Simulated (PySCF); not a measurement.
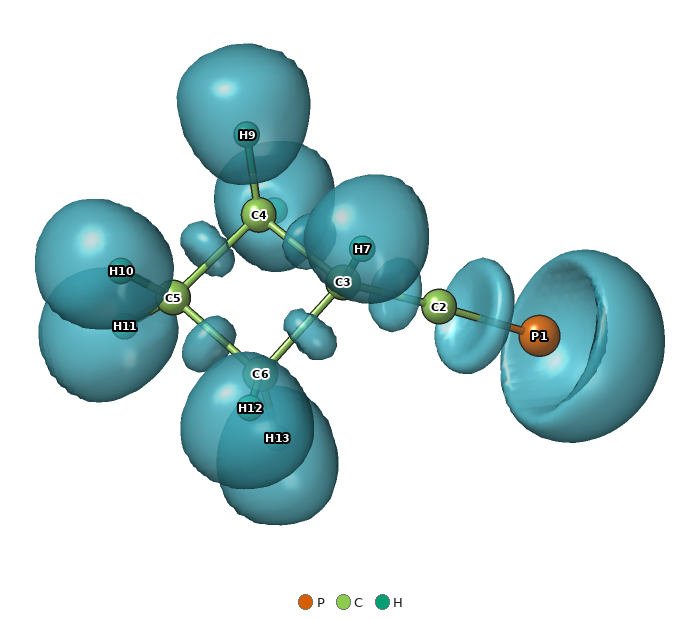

The picture shows: C₅H₇P. Isosurface of the electron localisation function at 0.85 (cyan), seen at a tilt. Only the valence region is drawn (cores and ρ < 0.01 e/Å³ removed).

Geometry: GFN2-xTB.

These are results of PySCF 2.14.0, wB97X-D/def2-SVPD, SCF density, gas phase, not measurements.

```json
{"atom": "P", "x (Å)": "3.4017", "y (Å)": "-0.5663", "z (Å)": "-0.3619"}
{"atom": "C", "x (Å)": "1.9817", "y (Å)": "-0.2092", "z (Å)": "0.1562"}
{"atom": "C", "x (Å)": "0.6433", "y (Å)": "0.0907", "z (Å)": "0.5681"}
{"atom": "C", "x (Å)": "-0.1560", "y (Å)": "1.0638", "z (Å)": "-0.3351"}
{"atom": "C", "x (Å)": "-1.3164", "y (Å)": "0.0599", "z (Å)": "-0.3688"}
{"atom": "C", "x (Å)": "-0.4165", "y (Å)": "-1.0015", "z (Å)": "0.2772"}
{"atom": "H", "x (Å)": "0.6327", "y (Å)": "0.4052", "z (Å)": "1.6161"}
{"atom": "H", "x (Å)": "0.3158", "y (Å)": "1.2071", "z (Å)": "-1.3056"}
{"atom": "H", "x (Å)": "-0.3710", "y (Å)": "2.0358", "z (Å)": "0.1038"}
{"atom": "H", "x (Å)": "-2.1483", "y (Å)": "0.3530", "z (Å)": "0.2688"}
{"atom": "H", "x (Å)": "-1.7003", "y (Å)": "-0.1851", "z (Å)": "-1.3568"}
{"atom": "H", "x (Å)": "-0.8174", "y (Å)": "-1.5089", "z (Å)": "1.1516"}
{"atom": "H", "x (Å)": "-0.0535", "y (Å)": "-1.7441", "z (Å)": "-0.4311"}
```

Identify the bonds, lone pairs and shells in this picture.

The ELF exceeds this value in five regions between bonded C–C atoms (shared pairs), one region between bonded C–P atoms (shared pairs), seven regions around hydrogen nuclei and one lobe on P, pointing away from the bonds (lone pairs). Profiles from the grid: C–C (1.43 Å): the ELF peaks at about 0.95 between the atoms, as expected for localised, covalent bonding. C–P (1.55 Å): the ELF peaks at about 0.85 between the atoms (a covalent bond).
